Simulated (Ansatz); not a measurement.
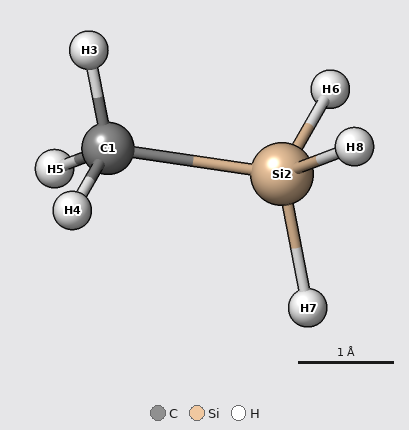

**Figure 1.** The structure as given in the input (ball-and-stick view, seen at a tilt; atoms are numbered from 1 in the order of the input). Bond lengths as drawn: C–H 1.09 Å, C–Si 1.87 Å and H–Si 1.49 Å.

# Two runs on CH6Si

System: CH6Si, SMILES C[SiH3].
Method of run 1: RKS PBE0-D4/def2-TZVPP (Ansatz 0.2.0).

The geometry comes from this level: PBE0-D4/def2-TZVP. Text and figures count atoms from 1; the logs count them from 0 in places.

## Input, run 1
```yaml
crystal:
  periodic: [false, false, false]
  atoms:
    - {symbol: C, position_ang: [-0.169989, 0.232649, -0.947362]}
    - {symbol: Si, position_ang: [0.173933, -0.221708, 0.834524]}
    - {symbol: H, position_ang: [-1.229034, 0.105715, -1.182287]}
    - {symbol: H, position_ang: [0.406739, -0.398799, -1.626717]}
    - {symbol: H, position_ang: [0.098484, 1.273513, -1.140750]}
    - {symbol: H, position_ang: [-0.614764, 0.638065, 1.758206]}
    - {symbol: H, position_ang: [1.616791, -0.045602, 1.153256]}
    - {symbol: H, position_ang: [-0.190161, -1.640832, 1.095229]}
basis:
  gaussian: {orbitals: def2-TZVPP}
hamiltonian: {xc: pbe0, dispersion: d4}
output: {orbitals: {seedname: orbitals}}
```

Launched with:
```bash
ansatz run in.yaml --threads 4 --pin off --events-out ev --progress --plain --max-ram 10444MiB
```

Hardware: 4 threads of Arm Neoverse V2, 23 GiB of memory available, shared host.

## Output (run 1)
```
Functional definition: PBE0
  parameter a = 0.25
  parameter kappa = 0.804
  parameter beta = 0.06672455060314922
  exchange = (1 - a)*pbe_x(kappa = kappa, mu = beta*pi^2/3) + a*exact_x
  correlation = pbe_c(beta = beta)
825 factors; their error is unknown
mean field evaluation 1: about -9003.5399 eV, gradient 4.6e1 eV
mean field evaluation 2: about -9001.7204 eV, gradient 5.0e1 eV
mean field evaluation 4: about -9008.3614 eV, gradient 6.5e-1 eV
mean field evaluation 8: about -9008.3725 eV, gradient 1.3e-2 eV
mean field -9008.37247709 eV, -331.0515824387 hartree, gradient 4.3e-5 eV, S^2 0.000000; 0 other end points of the search recorded, 0 dependent functions left out
reference -9008.37250588 eV, -331.0515834968 hartree; 13, 13 occupied and 144, 144 virtual orbitals, 825 factors
Total energy: -9008.45680926 eV, -331.0546815888 hartree
```

For run 2 the input was changed thus:
```diff
-  gaussian: {orbitals: def2-TZVPP}
+  gaussian: {orbitals: "def2-QZVPP.json"}
```

Predict how the results change.

The total energy of run 2 is 7.9 kcal/mol lower, which measures the change of basis and not a stability. The LUMO goes from 0.69 to 0.37 eV. The basis functions go from 157 to 307.

## Output (run 2)
```
Functional definition: PBE0
  parameter a = 0.25
  parameter kappa = 0.804
  parameter beta = 0.06672455060314922
  exchange = (1 - a)*pbe_x(kappa = kappa, mu = beta*pi^2/3) + a*exact_x
  correlation = pbe_c(beta = beta)
936 factors; their error is unknown
mean field evaluation 1: about -9003.3421 eV, gradient 4.9e1 eV
mean field evaluation 2: about -9001.2426 eV, gradient 5.3e1 eV
mean field evaluation 4: about -9008.7116 eV, gradient 7.6e-1 eV
mean field evaluation 8: about -9008.7146 eV, gradient 1.2e-2 eV
mean field -9008.71463172 eV, -331.0641563896 hartree, gradient 8.7e-6 eV, S^2 0.000000; 0 other end points of the search recorded, 0 dependent functions left out
reference -9008.71467065 eV, -331.0641578204 hartree; 13, 13 occupied and 294, 294 virtual orbitals, 936 factors
Total energy: -9008.79897403 eV, -331.0672559125 hartree
```

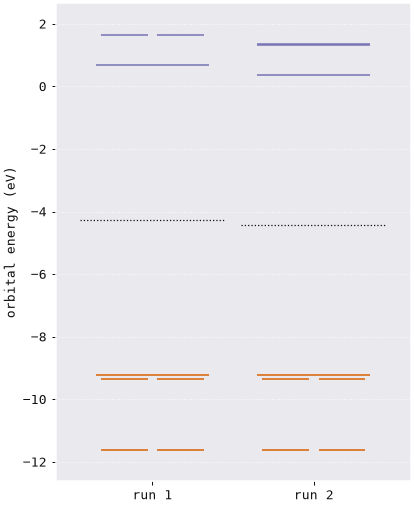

**Figure 2.** The five highest filled and three lowest empty orbital energies of the two runs; the dotted lines part filled from empty levels. The HOMO–LUMO gap is 9.92 eV in run 1 and 9.60 eV in run 2.

## The two runs side by side

```csv
quantity,run 1,run 2
outcome,converged,converged
total energy (hartree),−331.054682,−331.067256
HOMO (eV),−9.23,−9.23
LUMO (eV),0.69,0.37
basis functions,157,307
wall time (shared host),0.7 s,1.8 s
```
